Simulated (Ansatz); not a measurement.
# C2H5FSi (SMILES F/C=C/[SiH3]) at PBE0/cc-pVDZ

What is the vertical singlet–triplet gap of C2H5FSi at PBE0/cc-pVDZ? 

The results are computed with Ansatz 0.2.0.

91 further runs of the same task are left out: 91 set aside as unsound or not needed.

**1. The system as given**

C2H5FSi has 9 atoms, charge 0, and is taken as a singlet. SMILES: `F/C=C/[SiH3]`. The shape is that of a PBE0-D4/def2-TZVP optimisation.

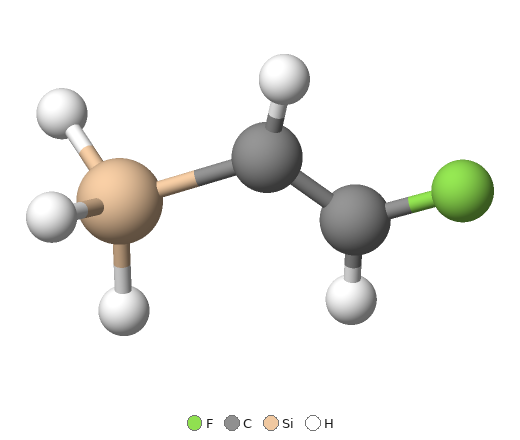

The structure, seen from a chosen angle (fluorine green, carbon grey, silicon light orange, hydrogen white).

**2. The energy at PBE0/cc-pVDZ**

input.yaml

```yaml
basis:
  gaussian:
    orbitals: cc-pVDZ
crystal:
  periodic: [false, false, false]
  atoms:
    - symbol: F
      position_ang: [-1.259900, 2.360900, 0.506400]
    - symbol: C
      position_ang: [-0.578300, 1.355000, -0.048000]
    - symbol: C
      position_ang: [-0.336700, 0.219900, 0.584900]
    - symbol: Si
      position_ang: [0.614100, -1.145000, -0.228900]
    - symbol: H
      position_ang: [-0.264200, 1.599600, -1.058100]
    - symbol: H
      position_ang: [-0.716100, 0.118100, 1.598600]
    - symbol: H
      position_ang: [1.843700, -1.465600, 0.542800]
    - symbol: H
      position_ang: [-0.206700, -2.381600, -0.316300]
    - symbol: H
      position_ang: [0.992500, -0.707600, -1.598500]
hamiltonian:
  xc: {name: PBE0}
accuracy: high
output:
  orbitals: {seedname: orbitals}
```

The run is started by

```bash
$ ansatz run input.yaml --threads 1 --pin off --max-ram 3480MiB --events-out events.jsonl --progress --plain --runs-dir runs
```

Output:

```text
Warning: RAYON_NUM_THREADS=1 ignored (pool sized by the plan → 1); use --threads N
Functional definition: PBE0
  name "PBE0"
  parameter a = 0.25
  parameter kappa = 0.804
  parameter beta = 0.06672455060314922
  exchange = (1 - a)*pbe_x(kappa = kappa, mu = beta*pi^2/3) + a*exact_x
  correlation = pbe_c(beta = beta)
1988 factors; integrals over basis functions are off by at most 3.8e-9 eV
mean field evaluation 1: about -12737.1094 eV, gradient 3.7e1 eV
mean field evaluation 2: about -12735.5673 eV, gradient 4.2e1 eV
mean field evaluation 4: about -12740.3593 eV, gradient 2.2e0 eV
mean field evaluation 8: about -12740.5578 eV, gradient 2.4e-1 eV
mean field evaluation 16: about -12740.5579 eV, gradient 2.5e-5 eV
mean field -12740.55790182 eV, -468.2068670315 hartree, gradient 3.2e-8 eV, S^2 0.000000; 0 other end points of the search recorded, 0 dependent functions left out
reference -12740.55790419 eV, -468.2068671186 hartree; 20, 20 occupied and 65, 65 virtual orbitals, 1988 factors
Total energy: -12740.55790419 eV, -468.2068671186 hartree
```

It took 7.8 s on 1 thread of Arm Neoverse V2, shared host; peak memory 0.28 GiB.

**3. The triplet**

molecule.yaml

```yaml
basis:
  gaussian:
    orbitals: cc-pVDZ
crystal:
  periodic: [false, false, false]
  atoms:
    - {symbol: F, position_ang: [-1.259900, 2.360900, 0.506400]}
    - {symbol: C, position_ang: [-0.578300, 1.355000, -0.048000]}
    - {symbol: C, position_ang: [-0.336700, 0.219900, 0.584900]}
    - {symbol: Si, position_ang: [0.614100, -1.145000, -0.228900]}
    - {symbol: H, position_ang: [-0.264200, 1.599600, -1.058100]}
    - {symbol: H, position_ang: [-0.716100, 0.118100, 1.598600]}
    - {symbol: H, position_ang: [1.843700, -1.465600, 0.542800]}
    - {symbol: H, position_ang: [-0.206700, -2.381600, -0.316300]}
    - {symbol: H, position_ang: [0.992500, -0.707600, -1.598500]}
magnetization:
  spin_polarized: true
  initial_magnetization: 2
hamiltonian:
  xc: {name: PBE0}
accuracy: high
output:
  orbitals: {seedname: orbitals}
```

The run is started by

```bash
$ ansatz run molecule.yaml --threads 1 --pin off --max-ram 3480MiB --events-out events.jsonl --progress --plain --runs-dir runs
```

Output:

```text
Warning: RAYON_NUM_THREADS=1 ignored (pool sized by the plan → 1); use --threads N
Functional definition: PBE0
  name "PBE0"
  parameter a = 0.25
  parameter kappa = 0.804
  parameter beta = 0.06672455060314922
  exchange = (1 - a)*pbe_x(kappa = kappa, mu = beta*pi^2/3) + a*exact_x
  correlation = pbe_c(beta = beta)
1988 factors; integrals over basis functions are off by at most 3.8e-9 eV
mean field evaluation 1: about -12731.8092 eV, gradient 2.7e1 eV
mean field evaluation 2: about -12728.7365 eV, gradient 3.5e1 eV
mean field evaluation 4: about -12735.9403 eV, gradient 3.2e0 eV
mean field evaluation 8: about -12736.1809 eV, gradient 2.1e-1 eV
mean field evaluation 16: about -12736.1814 eV, gradient 4.3e-4 eV
mean field -12736.18141657 eV, -468.0460341652 hartree, gradient 5.6e-8 eV, S^2 2.007874; 0 other end points of the search recorded, 0 dependent functions left out
reference -12736.18141897 eV, -468.0460342532 hartree; 21, 19 occupied and 64, 66 virtual orbitals, 1988 factors
Total energy: -12736.18141897 eV, -468.0460342532 hartree
```

Wall time 16 s (1 thread of Arm Neoverse V2, shared host); peak memory 0.39 GiB.

**4. Summary of results**

At PBE0/cc-pVDZ:

| quantity | value |
| --- | --- |
| singlet: total energy | -468.20687 Eh |
| singlet: HOMO energy | -7.68 eV |
| singlet: LUMO energy | -0.01 eV |
| singlet: HOMO–LUMO gap | 7.67 eV |
| triplet: total energy | -468.04603 Eh |
| triplet: HOMO energy (highest over α and β) | -3.31 eV |
| triplet: ⟨S²⟩ | 2.008 |
| vertical energy of the triplet above the singlet | 4.376 eV |

In words: At this shape the triplet lies 4.38 eV (422 kJ/mol) above the singlet.
